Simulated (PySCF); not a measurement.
# C4H7NSi: geometry, spin-spin couplings

Wanted: the spin-spin couplings of C4H7NSi (`N#CC1([SiH3])CC1`), by calculation.

Programs: PySCF 2.14.0, with density-fitted response routines of our own. Each step states its level of theory. These are calculated values for one molecule in the gas phase, unless marked as measured. Atoms are numbered from 0 throughout.

### 1 The molecule as given

13 atoms, charge 0, multiplicity 1; geometry from: GFN2-xTB. The atoms were then displaced at random by about 0.01 Å, so the start is not that level's minimum.

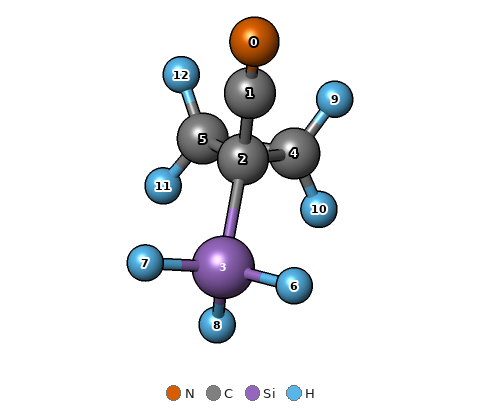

The starting geometry (nitrogen orange, carbon grey, silicon purple, hydrogen blue), atoms numbered.

### 2 Relaxing the molecule at PBE0-D3(BJ)/def2-SVP

The job: settings as JSON, then the geometry in Å.

```
{"job": {"xc": "PBE0", "basis": "def2-SVP", "d3": "d3bj", "grid": 1, "shake": 0.01, "kind": "geom"}, "charge": 0, "multiplicity": 1}
N     -0.132030     2.243350     1.796280
C     -0.124710     1.362520     1.082930
C     -0.063710     0.256630     0.199870
Si     1.741450    -0.135330    -0.412750
C     -1.236960     0.037600    -0.711770
C     -1.033730    -0.856930     0.457570
H      2.223110     1.021100    -1.139350
H      2.556740    -0.451750     0.742770
H      1.574410    -1.290600    -1.276280
H     -2.041570     0.761930    -0.646720
H     -1.048520    -0.335910    -1.685570
H     -0.687370    -1.870760     0.283840
H     -1.721300    -0.758740     1.298860
```

Started as:

```console
> OMP_NUM_THREADS=1 python probes_run.py task.json out
```

One launch serves the whole session: the jobs run in the order shown.

Standard output:

```text
step   0  E = -500.21303422  max force = 0.055224
step   1  E = -500.21960911  max force = 0.005280
step   2  E = -500.21976339  max force = 0.001158
step   3  E = -500.21977788  max force = 0.000323
optimisation converged
```

Wall time 40 s (1 thread of Arm Neoverse N1, shared host); peak memory 0.49 GiB.

Along the way:

```csv
step,energy from step 0 (eV),largest force component (eV/Å)
0,0.0000,2.8397
1,-0.1789,0.2715
2,-0.1831,0.0595
3,-0.1835,0.0166
```

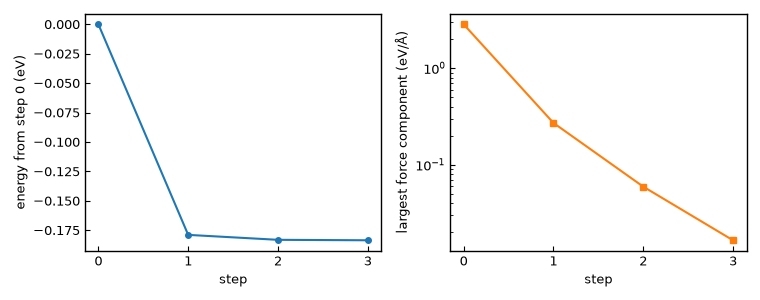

Energy and force, step by step.

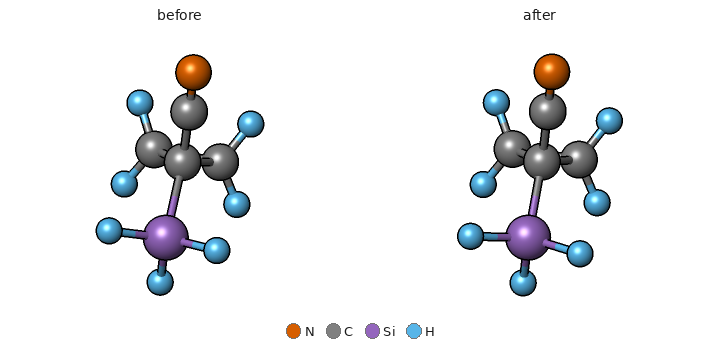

Before and after, at one scale.

Close pairs (by a distance rule), those that changed most:

```
  bond  before (Å)  after (Å)  change (Å)
C2–Si3       1.946      1.890      -0.057
Si3–H6       1.448      1.491      +0.043
Si3–H8       1.452      1.494      +0.042
Si3–H7       1.449      1.491      +0.042
C4–H10       1.060      1.093      +0.034
 N0–C1       1.133      1.160      +0.026
 C2–C5       1.499      1.523      +0.024
 C2–C4       1.502      1.522      +0.020
```

The final coordinates are the input of the step that follows.

```csv
at the end point,value
point group (found at 0.08 Å tolerance),Cs
"rotational constants (GHz, main isotopes)","3.579, 2.610, 1.746"
dipole moment (D),4.02
```

### 3 Indirect couplings: B3LYP/cc-pVTZ

The job: settings as JSON, then the geometry in Å.

```
{"job": {"kind": "j", "xc": "B3LYP", "basis": "cc-pVTZ"}, "charge": 0, "multiplicity": 1}
N      0.001360     1.883089     1.888457
C     -0.012049     0.982205     1.158188
C      0.014337    -0.135357     0.255836
Si     1.719300    -0.556507    -0.441339
C     -1.206334    -0.361765    -0.625168
C     -0.962550    -1.272740     0.521695
H      2.257488     0.593160    -1.223543
H      2.658466    -0.903455     0.663585
H      1.526623    -1.737195    -1.336682
H     -2.014791     0.368976    -0.546315
H     -1.024129    -0.729143    -1.638801
H     -0.609486    -2.289320     0.326377
H     -1.598483    -1.174634     1.404831
```

With the program's defaults for keys left out, this is: B3LYP/cc-pVTZ indirect spin-spin coupling, non-relativistic, gas phase.

Standard output:

```text
coarse grid: 11376 points
cycle   1  E = -500.8802924340  dE =  6.171e-01  |g| = 4.752e-01  |ddm| = 7.479e+00
cycle   2  E = -500.7138543658  dE =  1.664e-01  |g| = 9.947e-01  |ddm| = 2.557e+00
cycle   3  E = -500.9288277678  dE = -2.150e-01  |g| = 1.666e-01  |ddm| = 1.692e+00
cycle   4  E = -500.9347549824  dE = -5.927e-03  |g| = 5.323e-02  |ddm| = 3.095e-01
cycle   5  E = -500.9354141886  dE = -6.592e-04  |g| = 1.259e-02  |ddm| = 8.755e-02
cycle   6  E = -500.9354514931  dE = -3.730e-05  |g| = 2.668e-03  |ddm| = 2.428e-02
cycle   7  E = -500.9354532698  dE = -1.777e-06  |g| = 6.312e-04  |ddm| = 6.193e-03
final grid: 105360 points
cycle   8  E = -500.9392560993  dE = -4.924e-05  |g| = 4.625e-03  |ddm| = 1.051e-01
cycle   9  E = -500.9392526345  dE =  3.465e-06  |g| = 5.875e-03  |ddm| = 1.879e-02
cycle  10  E = -500.9392610320  dE = -8.398e-06  |g| = 1.228e-03  |ddm| = 9.986e-03
cycle  11  E = -500.9392612793  dE = -2.473e-07  |g| = 6.466e-04  |ddm| = 2.480e-03
cycle  12  E = -500.9392613614  dE = -8.207e-08  |g| = 1.319e-04  |ddm| = 8.521e-04
cycle  13  E = -500.9392613656  dE = -4.171e-09  |g| = 2.267e-05  |ddm| = 2.375e-04
cycle  14  E = -500.9392613657  dE = -1.216e-10  |g| = 7.265e-06  |ddm| = 4.828e-05
converged SCF energy = -500.9392613657

Indirect spin-spin couplings (Hz)
  i      j    bonds     total        FC       PSO       DSO        SD
  0 N    1 C    1    -41.760   -35.433    -0.373    -0.009    -5.945
  0 N    2 C    2      4.147     3.685     0.443     0.054    -0.035
  0 N    3 Si   3      0.180     0.237    -0.118    -0.019     0.080
  0 N    4 C    3     -0.184    -0.167    -0.212     0.032     0.163
  0 N    5 C    3     -0.184    -0.166    -0.211     0.032     0.161
  1 C    2 C    1     79.737    81.517    -2.101     0.322         -
  1 C    3 Si   2     -3.524    -3.583    -0.085    -0.021     0.164
  1 C    4 C    2     -1.314    -1.179    -0.162     0.027         -
  1 C    5 C    2     -1.329    -1.194    -0.162     0.028         -
  1 C    6 H    3     -0.137    -0.148    -0.052     0.063         -
  1 C    7 H    3     -0.128    -0.140    -0.053     0.065         -
  1 C    8 H    3      5.513     5.665     0.178    -0.330         -
  1 C    9 H    3      6.553     6.464    -0.131     0.219         -
  1 C   10 H    3      4.346     4.377     0.295    -0.327         -
  1 C   11 H    3      4.280     4.311     0.294    -0.325         -
  1 C   12 H    3      6.592     6.502    -0.136     0.226         -
  2 C    3 Si   1    -57.834   -57.984     1.609    -0.121    -1.339
  2 C    4 C    1      5.162     5.510    -0.594     0.246         -
  2 C    5 C    1      4.977     5.321    -0.590     0.246         -
  2 C    6 H    2      5.742     5.923    -0.103    -0.077         -
  2 C    7 H    2      5.742     5.923    -0.104    -0.077         -
  2 C    8 H    2      4.579     4.667    -0.052    -0.036         -
  2 C    9 H    2     -2.515    -2.688     0.324    -0.150         -
  2 C   10 H    2      0.393     0.164     0.346    -0.116         -
  2 C   11 H    2      0.356     0.127     0.348    -0.119         -
  2 C   12 H    2     -2.476    -2.650     0.320    -0.146         -
  3 Si   4 C    2      0.532     0.307     0.188     0.010     0.028
  3 Si   5 C    2      0.584     0.357     0.188     0.010     0.028
  3 Si   6 H    1   -165.181  -165.858     0.829    -0.175     0.023
  3 Si   7 H    1   -165.294  -165.970     0.829    -0.175     0.023
  3 Si   8 H    1   -157.809  -158.475     0.785    -0.194     0.075
  3 Si   9 H    3     -2.960    -3.000    -0.217     0.268    -0.011
  3 Si  10 H    3     -6.645    -6.729     0.083    -0.051     0.051
  3 Si  11 H    3     -6.650    -6.733     0.081    -0.049     0.051
  3 Si  12 H    3     -2.974    -3.014    -0.217     0.268    -0.012
  4 C    5 C    1     14.215    15.521    -1.493     0.187         -
  4 C    6 H    3      0.128     0.210     0.041    -0.124         -
  4 C    7 H    3      4.902     5.113     0.180    -0.390         -
  4 C    8 H    3      1.392     1.299     0.028     0.064         -
  4 C    9 H    1    156.958   155.357     0.789     0.811         -
  4 C   10 H    1    155.122   153.441     0.855     0.826         -
  4 C   11 H    2     -1.705    -1.690     0.307    -0.321         -
  4 C   12 H    2     -0.983    -0.933     0.270    -0.320         -
  5 C    6 H    3      4.884     5.095     0.179    -0.390         -
  5 C    7 H    3      0.130     0.212     0.041    -0.124         -
  5 C    8 H    3      1.407     1.314     0.027     0.065         -
  5 C    9 H    2     -0.988    -0.937     0.272    -0.323         -
  5 C   10 H    2     -1.731    -1.717     0.305    -0.319         -
  5 C   11 H    1    155.650   153.975     0.850     0.825         -
  5 C   12 H    1    156.613   155.010     0.791     0.812         -
  6 H    7 H    2      6.729     7.942     0.768    -1.981         -
  6 H    8 H    2      5.117     6.331     0.726    -1.941         -
  6 H    9 H    4     -0.287    -0.103     0.603    -0.788         -
  6 H   11 H    4     -0.303     0.478     0.706    -1.486         -
  6 H   12 H    4      1.632     2.127     1.055    -1.550         -
  7 H    8 H    2      5.095     6.309     0.726    -1.940         -
  7 H    9 H    4      1.643     2.139     1.055    -1.551         -
  7 H   10 H    4     -0.291     0.491     0.705    -1.487         -
  7 H   12 H    4     -0.290    -0.105     0.603    -0.788         -
  8 H    9 H    4     -0.309    -0.116     1.044    -1.237         -
  8 H   10 H    4      0.300    -0.180    -0.928     1.408         -
  8 H   11 H    4      0.300    -0.178    -0.923     1.400         -
  8 H   12 H    4     -0.308    -0.114     1.044    -1.238         -
  9 H   10 H    2     -4.012    -3.970     2.758    -2.800         -
  9 H   11 H    3      5.608     5.957     2.347    -2.696         -
  9 H   12 H    3      8.069     8.008     0.335    -0.274         -
 10 H   11 H    3      7.414     7.296     0.402    -0.284         -
 10 H   12 H    3      5.694     6.043     2.352    -2.701         -
 11 H   12 H    2     -3.951    -3.908     2.757    -2.800         -
```

It took 1.7 min on 1 thread of Arm Neoverse N1, shared host; peak memory 0.97 GiB.

This basis has no tight s functions, so the Fermi-contact terms are rough.

Couplings of 1 Hz or more, nine at most for each number of bonds, with means over like pairs (isotopes 13C, 1H, 15N, 29Si):

```csv
pair,bonds,J (Hz),Fermi contact (Hz),dihedral (°)
Si3–H6,1,-162.8,-163.4,–
C4–H9,1,156.8,155.2,–
C4–H10,1,155.4,153.7,–
C1–C2,1,79.7,81.5,–
C2–Si3,1,-57.8,-58.0,–
N0–C1,1,-41.8,-35.4,–
C4–C5,1,14.2,15.5,–
C2–C4,1,5.1,5.4,–
H6–H7,2,5.6,6.9,–
C2–H6,2,5.4,5.5,–
N0–C2,2,4.1,3.7,–
H9–H10,2,-4.0,-3.9,–
C1–Si3,2,-3.5,-3.6,–
C2–H9,2,-2.5,-2.7,–
C4–H11,2,-1.7,-1.7,–
C1–C4,2,-1.3,-1.2,–
H9–H12,3,8.1,8.0,0
H10–H11,3,7.4,7.3,0
Si3–H10,3,-6.6,-6.7,-2
C1–H9,3,6.6,6.5,3
H9–H11,3,5.7,6.0,147
C1–H10,3,4.3,4.3,144
Si3–H9,3,-3.0,-3.0,-143
C4–H6,3,2.1,2.2,–
C1–H6,3,1.7,1.8,–
```

The spin-dipole term was solved for some atoms only; pairs without it lack that part.

Quadrupole couplings from the field gradients of the same density:

```
atom  isotope  eQq/h (MHz)     η
  N0      14N       -4.495  0.10
```

### 4 J couplings: B3LYP/6-31G*

The job, as its differences from that of step 3:

```diff
@@ -1,2 +1,2 @@
-{"job": {"kind": "j", "xc": "B3LYP", "basis": "cc-pVTZ"}, "charge": 0, "multiplicity": 1}
+{"job": {"kind": "j", "xc": "B3LYP", "basis": "6-31G*"}, "charge": 0, "multiplicity": 1}
 N      0.001360     1.883089     1.888457
```

With the program's defaults for keys left out, this is: B3LYP/6-31G* indirect spin-spin coupling, non-relativistic, gas phase.

Standard output:

```text
coarse grid: 11376 points
cycle   1  E = -500.8278647862  dE =  6.459e-01  |g| = 4.547e-01  |ddm| = 3.524e+00
cycle   2  E = -500.6646725351  dE =  1.632e-01  |g| = 9.656e-01  |ddm| = 1.423e+00
cycle   3  E = -500.8764287003  dE = -2.118e-01  |g| = 1.505e-01  |ddm| = 9.922e-01
cycle   4  E = -500.8818491275  dE = -5.420e-03  |g| = 4.197e-02  |ddm| = 1.753e-01
cycle   5  E = -500.8822658327  dE = -4.167e-04  |g| = 1.051e-02  |ddm| = 5.267e-02
cycle   6  E = -500.8822957426  dE = -2.991e-05  |g| = 1.751e-03  |ddm| = 1.477e-02
cycle   7  E = -500.8822965460  dE = -8.034e-07  |g| = 4.739e-04  |ddm| = 2.895e-03
final grid: 105360 points
cycle   8  E = -500.8248398445  dE = -1.392e-05  |g| = 4.497e-03  |ddm| = 1.931e-02
cycle   9  E = -500.8248350863  dE =  4.758e-06  |g| = 6.292e-03  |ddm| = 1.055e-02
cycle  10  E = -500.8248446884  dE = -9.602e-06  |g| = 1.922e-03  |ddm| = 6.711e-03
cycle  11  E = -500.8248454886  dE = -8.001e-07  |g| = 3.138e-04  |ddm| = 1.788e-03
cycle  12  E = -500.8248455108  dE = -2.223e-08  |g| = 5.374e-05  |ddm| = 3.375e-04
cycle  13  E = -500.8248455116  dE = -7.847e-10  |g| = 1.384e-05  |ddm| = 8.093e-05
converged SCF energy = -500.8248455116

Indirect spin-spin couplings (Hz)
  i      j    bonds     total        FC       PSO       DSO        SD
  0 N    1 C    1    -19.077   -14.601     0.644    -0.019    -5.100
  0 N    2 C    2      3.477     2.990     0.455     0.052    -0.020
  0 N    3 Si   3      1.299     1.368    -0.121    -0.018     0.071
  0 N    4 C    3     -1.034    -1.033    -0.169     0.031     0.137
  0 N    5 C    3     -1.040    -1.038    -0.168     0.031     0.136
  0 N    8 H    4     -0.413    -0.477    -0.096     0.150     0.010
  0 N   10 H    4     -0.155    -0.171    -0.210     0.159     0.068
  0 N   11 H    4     -0.152    -0.171    -0.206     0.159     0.066
  1 C    2 C    1     92.265    93.800    -1.865     0.330         -
  1 C    3 Si   2     -0.476    -0.544    -0.055    -0.021     0.144
  1 C    4 C    2     -3.044    -2.952    -0.120     0.028         -
  1 C    5 C    2     -3.066    -2.975    -0.120     0.029         -
  1 C    6 H    3     -0.017    -0.032    -0.052     0.067         -
  1 C    7 H    3     -0.011    -0.028    -0.053     0.070         -
  1 C    8 H    3      4.083     4.296     0.111    -0.324         -
  1 C    9 H    3      6.078     5.961    -0.108     0.225         -
  1 C   10 H    3      3.555     3.662     0.212    -0.319         -
  1 C   11 H    3      3.504     3.610     0.210    -0.317         -
  1 C   12 H    3      6.125     6.004    -0.111     0.232         -
  2 C    3 Si   1    -68.723   -68.586     1.102    -0.121    -1.119
  2 C    4 C    1     19.736    19.811    -0.324     0.249         -
  2 C    5 C    1     19.503    19.574    -0.320     0.249         -
  2 C    6 H    2      4.751     4.930    -0.107    -0.071         -
  2 C    7 H    2      4.747     4.925    -0.108    -0.070         -
  2 C    8 H    2      3.382     3.480    -0.069    -0.028         -
  2 C    9 H    2     -2.570    -2.667     0.234    -0.138         -
  2 C   10 H    2     -0.403    -0.570     0.272    -0.105         -
  2 C   11 H    2     -0.411    -0.577     0.274    -0.108         -
  2 C   12 H    2     -2.569    -2.667     0.232    -0.134         -
  3 Si   4 C    2      0.552     0.343     0.176     0.010     0.023
  3 Si   5 C    2      0.587     0.377     0.176     0.010     0.023
  3 Si   6 H    1   -191.194  -191.465     0.901    -0.205    -0.425
  3 Si   7 H    1   -191.291  -191.560     0.900    -0.205    -0.426
  3 Si   8 H    1   -181.207  -181.499     0.875    -0.223    -0.360
  3 Si   9 H    3     -2.555    -2.701    -0.109     0.266    -0.010
  3 Si  10 H    3     -5.646    -5.764     0.120    -0.052     0.050
  3 Si  11 H    3     -5.645    -5.764     0.119    -0.050     0.050
  3 Si  12 H    3     -2.573    -2.719    -0.109     0.266    -0.011
  4 C    5 C    1     27.078    28.014    -1.127     0.191         -
  4 C    6 H    3      0.223     0.317     0.027    -0.121         -
  4 C    7 H    3      4.864     5.120     0.130    -0.386         -
  4 C    8 H    3      1.254     1.160     0.025     0.069         -
  4 C    9 H    1    177.909   176.613     0.417     0.879         -
  4 C   10 H    1    176.771   175.402     0.475     0.894         -
  4 C   11 H    2     -2.194    -2.098     0.213    -0.309         -
  4 C   12 H    2     -1.684    -1.548     0.172    -0.308         -
  5 C    6 H    3      4.856     5.112     0.130    -0.386         -
  5 C    7 H    3      0.224     0.319     0.026    -0.121         -
  5 C    8 H    3      1.271     1.176     0.025     0.069         -
  5 C    9 H    2     -1.681    -1.544     0.173    -0.310         -
  5 C   10 H    2     -2.231    -2.137     0.212    -0.306         -
  5 C   11 H    1    177.060   175.697     0.470     0.893         -
  5 C   12 H    1    177.798   176.499     0.419     0.880         -
  6 H    7 H    2      6.418     8.151     0.171    -1.904         -
  6 H    8 H    2      4.477     6.208     0.132    -1.864         -
  6 H    9 H    4     -0.485    -0.105     0.393    -0.772         -
  6 H   11 H    4     -0.732     0.321     0.413    -1.467         -
  6 H   12 H    4      1.338     2.133     0.738    -1.532         -
  7 H    8 H    2      4.449     6.180     0.132    -1.863         -
  7 H    9 H    4      1.350     2.145     0.738    -1.533         -
  7 H   10 H    4     -0.720     0.335     0.412    -1.467         -
  7 H   12 H    4     -0.487    -0.107     0.393    -0.772         -
  8 H    9 H    4     -0.605    -0.130     0.740    -1.215         -
  8 H   10 H    4      0.638    -0.092    -0.681     1.411         -
  8 H   11 H    4      0.634    -0.093    -0.677     1.403         -
  8 H   12 H    4     -0.606    -0.130     0.740    -1.216         -
  9 H   10 H    2     -7.181    -6.108     1.589    -2.662         -
  9 H   11 H    3      4.753     5.788     1.614    -2.649         -
  9 H   12 H    3      8.579     8.770     0.042    -0.233         -
 10 H   11 H    3      7.989     8.119     0.113    -0.243         -
 10 H   12 H    3      4.840     5.877     1.618    -2.654         -
 11 H   12 H    2     -7.123    -6.050     1.588    -2.662         -
```

Wall time 24 s (1 thread of Arm Neoverse N1, shared host); peak memory 0.59 GiB.

The basis is not made for couplings: without tight functions at the nuclei these values are rough.

Key values: J(Si3,H6) -187.9 Hz, J(C4,H9) 177.9 Hz, J(C4,H10) 176.9 Hz (means over like pairs).

### 5 Run by run: spin-spin couplings

Couplings (Hz), each a mean over the pairs like the one named, with basis size and wall time:

| run | Si3–H6 | C4–H9 | C4–H10 | C1–C2 | C2–Si3 | N0–C1 | C4–C5 | functions | time |
| --- | --- | --- | --- | --- | --- | --- | --- | --- | --- |
| B3LYP/cc-pVTZ | -162.8 | 156.8 | 155.4 | 79.7 | -57.8 | -41.8 | 14.2 | 282 | 1.7 min |
| B3LYP/6-31G* | -187.9 | 177.9 | 176.9 | 92.3 | -68.7 | -19.1 | 27.1 | 102 | 24 s |

### 6 Results

```
                                     quantity                       value
                                  point group                          Cs
         rotational constants (main isotopes)        3.58, 2.61, 1.75 GHz
largest coupling of the table (B3LYP/cc-pVTZ)  1J(Si,H) Si3–H6, -162.8 Hz
     range of J(Si3,H6), mean over like pairs         -187.9 to -162.8 Hz
```

**Reading.** Over 3 steps the energy fell by 0.184 eV; of the close pairs, C2–Si3 changed most, 1.946 to 1.890 Å. Of the pairs tabulated at B3LYP/cc-pVTZ, Si3–H6 (mean over like pairs) couples most strongly (-162.8 Hz; Fermi contact -163.4 Hz). Couplings across rotatable bonds belong to this one conformer; where others are populated, the observed values are averages. The coupling Si3–H6, as a mean over pairs of its kind, runs from -187.9 Hz (B3LYP/6-31G*) to -162.8 Hz (B3LYP/cc-pVTZ). Couplings from bases without tight functions are rough.
